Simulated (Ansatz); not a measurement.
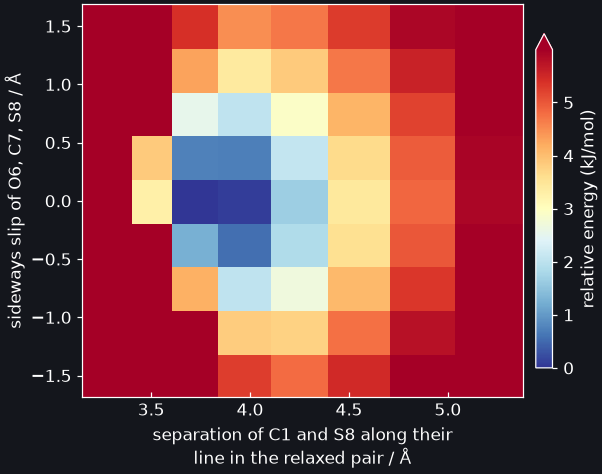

Energy landscape of the pair CH₃F···COS. First axis: separation of C1 and S8 along their line in the relaxed pair. Second axis: sideways slip of O6, C7, S8. Nothing is relaxed (both partners rigid). The scan uses a 9 × 9 grid. Points are written as (first, second). Energies are in kJ/mol, from the lowest grid point. Computed with RKS B3LYP-D4/def2-SVPD (Ansatz 0.2.0).

Drawn: one coloured cell a grid point, one colour for all values above the top of the scale. 

Q: Describe this landscape.

A: The lowest grid point is at (3.713 Å, 0.000 Å). It is the only kind of minimum in the scanned range. The highest grid point, (3.207 Å, −1.125 Å), lies 55.9 kJ/mol above the lowest. Round the minimum the valley is somewhat tilted: raising the first coordinate shifts the best value of sideways slip of O6, C7, S8 downwards (coupling k₁₂/√(k₁₁k₂₂) about 0.2).

The values on the grid:

| second ↓, first → | 3.207 | 3.316 | 3.494 | 3.713 | 3.965 | 4.243 | 4.544 | 4.866 | 5.207 |
| --- | --- | --- | --- | --- | --- | --- | --- | --- | --- |
| 1.500 | 21.8 | 15.0 | 8.7 | 5.4 | 4.5 | 4.7 | 5.3 | 5.9 | 6.5 |
| 1.125 | 23.5 | 15.5 | 8.0 | 4.3 | 3.4 | 3.9 | 4.7 | 5.6 | 6.3 |
| 0.750 | 22.2 | 13.8 | 6.1 | 2.5 | 2.0 | 2.9 | 4.1 | 5.2 | 6.1 |
| 0.375 | 19.6 | 11.2 | 3.8 | 0.7 | 0.7 | 2.1 | 3.6 | 4.9 | 5.9 |
| 0.000 | 20.2 | 11.2 | 3.3 | 0.0 | 0.1 | 1.7 | 3.4 | 4.9 | 5.9 |
| −0.375 | 28.9 | 17.0 | 6.2 | 1.3 | 0.6 | 1.9 | 3.6 | 5.0 | 6.0 |
| −0.750 | 44.2 | 27.4 | 12.0 | 4.2 | 2.0 | 2.7 | 4.1 | 5.3 | 6.2 |
| −1.125 | 55.9 | 35.8 | 17.1 | 7.2 | 3.8 | 3.8 | 4.8 | 5.8 | 6.5 |
| −1.500 | 55.5 | 36.6 | 18.7 | 8.9 | 5.3 | 4.8 | 5.5 | 6.2 | 6.8 |

The input of one point:

```yaml
crystal:
  periodic: [false, false, false]
  atoms:
    - { symbol: C, position_ang: [-0.030047, 0.04247, -1.470195] }
    - { symbol: F, position_ang: [0.301805, 0.925833, -0.447956] }
    - { symbol: H, position_ang: [-0.852875, 0.476628, -2.055126] }
    - { symbol: H, position_ang: [-0.341871, -0.909144, -1.018447] }
    - { symbol: H, position_ang: [0.854309, -0.106646, -2.105302] }
    - { symbol: O, position_ang: [0.445056, 1.084796, 2.593564] }
    - { symbol: C, position_ang: [0.078724, 0.027551, 2.295597] }
    - { symbol: S, position_ang: [-0.421954, -1.417971, 1.920954] }
basis:
  gaussian: { orbitals: def2-SVPD }
hamiltonian:
  xc: { name: B3LYP }
  dispersion: d4
output:
  forces: true
```

Each point was launched as `ansatz run input.yaml --threads 1 --pin off --max-ram 2560MiB --backend cpu --events-out ev --progress --plain --runs-dir out`. The whole map (81 points run) took 11 min on 1 thread of Arm Neoverse V1 (shared host).
